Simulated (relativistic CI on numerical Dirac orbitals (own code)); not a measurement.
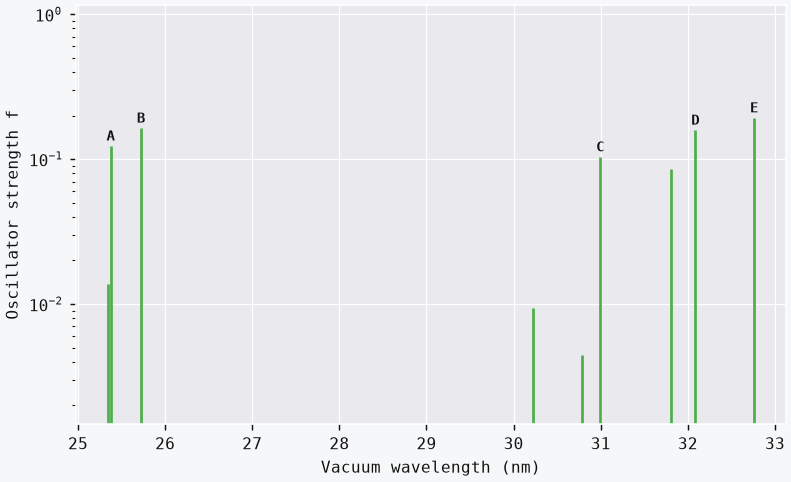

Computed spectrum: absorption lines from the lowest level (oscillator strengths f) of an atom or ion with 40 electrons. Method of calculation: relativistic configuration interaction, KLI exchange-only orbitals, Breit term, model QED, unscaled Slater integrals (radial Dirac CI code).

### Identify the ion and assign the lettered lines.

Pd VII (Pd⁶⁺). A: 4p⁶ 4d³ 4f J = 1 (odd, mixed, level 193) ← 4p⁶ 4d⁴ ⁵D₀, 25.37 nm, f = 0.12; B: 4p⁶ 4d³ 4f J = 1 (odd, mixed, level 180) ← 4p⁶ 4d⁴ ⁵D₀, 25.72 nm, f = 0.16; C: 4p⁶ 4d³ 5p ⁵P°₁ ← 4p⁶ 4d⁴ ⁵D₀, 30.99 nm, f = 0.10; D: 4p⁶ 4d³ 5p ⁵D°₁ ← 4p⁶ 4d⁴ ⁵D₀, 32.09 nm, f = 0.16; E: 4p⁶ 4d³ 5p J = 1 (odd, mixed, level 75) ← 4p⁶ 4d⁴ ⁵D₀, 32.76 nm, f = 0.19.

Known limits: configurations can be misplaced by up to about 7 % of their energy; only a limited list of configurations is included, so lower levels can be missing; only lines among the lowest 200 of 1721 levels are drawn, so those from 4p⁵ 4d⁵ and 4p⁶ 4d³ 4f are incomplete.
